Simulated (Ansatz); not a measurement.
**CH7NSn (SMILES C[NH][SnH3]) at wB97M-V/def2-SVP (core potential)**

Aim: the energy change on altering one bond length of CH7NSn at wB97M-V/def2-SVP (core potential), from 2 runs. 

Program for the calculation: Ansatz 0.2.0.

74 further runs of the same task are left out: 74 set aside as unsound or not needed.

### Step 1. The system as given

CH7NSn: 10 atoms, total charge 0, spin state singlet. As SMILES, `C[NH][SnH3]`. The shape is that of a PBE0-D4/def2-TZVP optimisation.

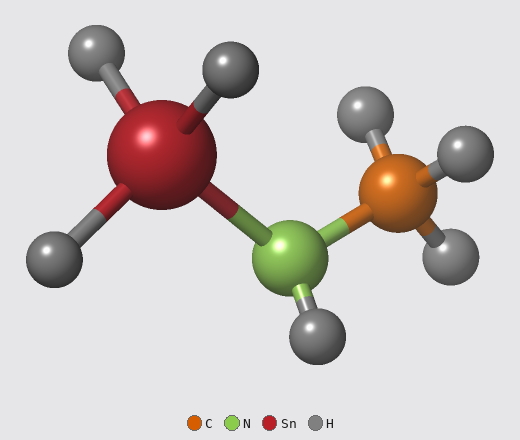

The structure, seen from a chosen angle (carbon orange, nitrogen green, tin red, hydrogen grey).

### Step 2. A single-point energy at wB97M-V/def2-SVP (core potential)

molecule.yaml

```yaml
crystal:
  periodic: [false, false, false]
  atoms:
    - {symbol: C, position_ang: [-0.898400, 0.758000, -0.879200]}
    - {symbol: "N", position_ang: [-0.343000, -0.532900, -0.516500]}
    - {symbol: Sn, position_ang: [0.897300, -0.629400, 1.085100]}
    - {symbol: H, position_ang: [-1.664200, 0.637600, -1.652700]}
    - {symbol: H, position_ang: [-1.396800, 1.201100, -0.011700]}
    - {symbol: H, position_ang: [-0.168200, 1.494600, -1.247500]}
    - {symbol: H, position_ang: [0.037300, -1.004000, -1.326200]}
    - {symbol: H, position_ang: [1.451700, -2.239000, 1.169900]}
    - {symbol: H, position_ang: [-0.052600, -0.195500, 2.433700]}
    - {symbol: H, position_ang: [2.220200, 0.458400, 0.948000]}
basis:
  gaussian:
    orbitals: def2-SVP
hamiltonian:
  xc: {name: wB97M-V}
accuracy: high
output: {orbitals: {seedname: orbitals}}
```

Run with:

```
$ ansatz run molecule.yaml --threads 1 --pin off --max-ram 3480MiB --events-out events.jsonl --progress --plain --runs-dir runs
```

Output:

```text
Warning: RAYON_NUM_THREADS=1 ignored (pool sized by the plan → 1); use --threads N
Functional definition: wB97M-V
  name "wB97M-V"
  parameter omega = 0.3/bohr
  parameter cx = 0.15
  parameter cx01 = 1.007
  parameter cx10 = 0.259
  parameter css00 = 0.443
  parameter css04 = -1.437
  parameter css10 = -4.535
  parameter css20 = -3.390
  parameter css43 = 4.278
  parameter cos00 = 1.000
  parameter cos10 = 1.358
  parameter cos20 = 2.924
  parameter cos21 = -8.812
  parameter cos60 = -1.390
  parameter cos61 = 9.142
  parameter b = 6.0
  parameter c = 0.01
  gx(w, u) = 1 - cx + cx01*u + cx10*w
  gss(w, u) = css00 + css04*u^4 + css10*w + css20*w^2 + css43*w^4*u^3
  gos(w, u) = cos00 + cos10*w + (cos20 + cos21*u)*w^2 + (cos60 + cos61*u)*w^6
  exchange = spin_sum(e_x_unif_sr(omega)*gx(b97_w, b97_u_x)) + cx*exact_x_sr(omega) + exact_x_lr(omega)
  correlation = spin_sum(e_c_pw_mod_same_spin*gss(b97_w, b97_u_same))
      + integral(e_c_pw_mod_opposite_spin*gos(b97_w_opposite, b97_u_opposite)) + vv10(b, c)
2266 factors; integrals over basis functions are off by at most 3.0e-9 eV
406 factors; integrals over basis functions are off by at most 1.6e-9 eV
mean field evaluation 1: about -8462.4476 eV, gradient 4.1e1 eV
mean field evaluation 2: about -8462.0180 eV, gradient 4.4e1 eV
mean field evaluation 4: about -8466.2427 eV, gradient 1.4e0 eV
mean field evaluation 8: about -8466.3517 eV, gradient 1.5e-2 eV
mean field evaluation 16: about -8466.3517 eV, gradient 2.1e-5 eV
mean field -8466.35170114 eV, -311.1326863176 hartree, gradient 4.9e-8 eV, S^2 0.000000; 0 other end points of the search recorded, 0 dependent functions left out
reference -8466.35170633 eV, -311.1326865084 hartree; 21, 21 occupied and 68, 68 virtual orbitals, 2266 factors
Total energy: -8466.35170633 eV, -311.1326865084 hartree
```

It took 73 s on 1 thread of Arm Neoverse V2, shared host; peak memory 0.62 GiB.

### Step 3. The distorted shape

run.yaml

```yaml
basis:
  gaussian: {orbitals: def2-SVP}
crystal:
  periodic: [false, false, false]
  atoms:
    - {symbol: C, position_ang: [-2.485870, -0.547352, -0.714681]}
    - {symbol: "N", position_ang: [-1.930470, -1.838252, -0.351981]}
    - {symbol: Sn, position_ang: [-0.690170, -1.934752, 1.249619]}
    - {symbol: H, position_ang: [-3.251670, -0.667752, -1.488181]}
    - {symbol: H, position_ang: [-2.984270, -0.104252, 0.152819]}
    - {symbol: H, position_ang: [-1.755670, 0.189248, -1.082981]}
    - {symbol: H, position_ang: [-1.550170, -2.309352, -1.161681]}
    - {symbol: H, position_ang: [-0.135770, -3.544352, 1.334419]}
    - {symbol: H, position_ang: [-1.640070, -1.500852, 2.598219]}
    - {symbol: H, position_ang: [2.220200, 0.458400, 0.948000]}
output: {orbitals: {seedname: orbitals}}
accuracy: high
hamiltonian: {xc: {name: wB97M-V}}
```

Run with:

```
$ ansatz run run.yaml --threads 1 --pin off --max-ram 3480MiB --events-out events.jsonl --progress --plain --runs-dir runs
```

Output, shortened:

```text
Warning: RAYON_NUM_THREADS=1 ignored (pool sized by the plan → 1); use --threads N
[... 2 set-up lines as earlier in the session ...]
[...]
  gx(w, u) = 1 - cx + cx01*u + cx10*w
  gss(w, u) = css00 + css04*u^4 + css10*w + css20*w^2 + css43*w^4*u^3
  gos(w, u) = cos00 + cos10*w + (cos20 + cos21*u)*w^2 + (cos60 + cos61*u)*w^6
[...]
      + integral(e_c_pw_mod_opposite_spin*gos(b97_w_opposite, b97_u_opposite)) + vv10(b, c)
2224 factors; integrals over basis functions are off by at most 8.8e-9 eV
416 factors; integrals over basis functions are off by at most 2.5e-9 eV
[...]
mean field -8461.98465284 eV, -310.9722002525 hartree, gradient 8.6e-8 eV, S^2 0.000000; 0 other end points of the search recorded, 0 dependent functions left out
reference -8461.98465836 eV, -310.9722004557 hartree; 21, 21 occupied and 68, 68 virtual orbitals, 2224 factors
Total energy: -8461.98465836 eV, -310.9722004557 hartree
```

Wall time 74 s (1 thread of Arm Neoverse V2, shared host); peak memory 0.62 GiB.

### Step 4. Outcome

At wB97M-V/def2-SVP (core potential):

| quantity | value |
| --- | --- |
| first shape: total energy | -311.13269 Eh |
| first shape: HOMO energy | -8.61 eV |
| first shape: LUMO energy | 2.07 eV |
| first shape: HOMO–LUMO gap | 10.68 eV |
| distorted shape: total energy | -310.97220 Eh |
| distorted shape: HOMO energy | -7.13 eV |
| distorted shape: LUMO energy | -2.03 eV |
| distorted shape: HOMO–LUMO gap | 5.11 eV |
| energy change with the Sn3–H10 bond stretched from 1.718 to 3.780 Å | 4.367 eV |

With the Sn3–H10 bond stretched from 1.718 to 3.780 Å the energy rises by 4.37 eV (101 kcal/mol). The first shape isn't relaxed at this level, so the change isn't measured from a minimum. A restricted reference can't describe the breaking bond well at this length.
